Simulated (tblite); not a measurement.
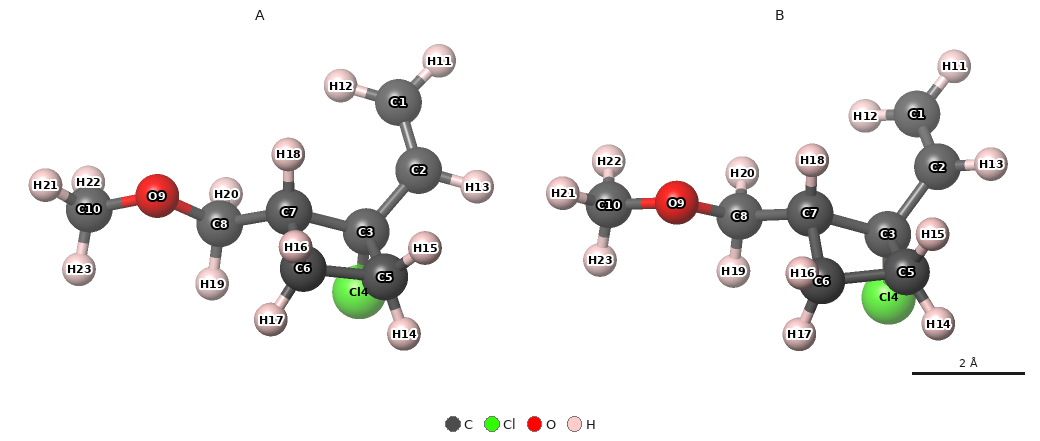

Two geometries of C8H13ClO, drawn at one scale. One is the start of a relaxation, the other its converged end. A ball-and-stick model, seen from a free direction.

The calculation used GFN2-xTB geometry optimisation, gas phase in tblite. 

Which of the two is the end point?

Answer. Structure A is the relaxed one. The largest move after the best rigid fit is that of H12, 1.06 Å. Largest moves by element: H 1.06 Å, C 0.44 Å, O 0.22 Å, Cl 0.20 Å. Near-neighbour distances that change, for instance: C2–C3 1.524 → 1.489 Å, C3–C7 1.576 → 1.542 Å, C3–C5 1.564 → 1.537 Å, C8–O9 1.430 → 1.410 Å. Among the angles between lasting bonds that change: C2–C3–C7 113.3° → 119.7°, Cl4–C3–C7 118.5° → 112.7°, C2–C3–C5 111.7° → 117.4°. Groups turn about C2–C3 by about 30°. After 121 geometry steps the energy has fallen by 34.1 kJ/mol. Cost: 0.97 s on 1 thread of Arm Neoverse V2, with other jobs on the host.
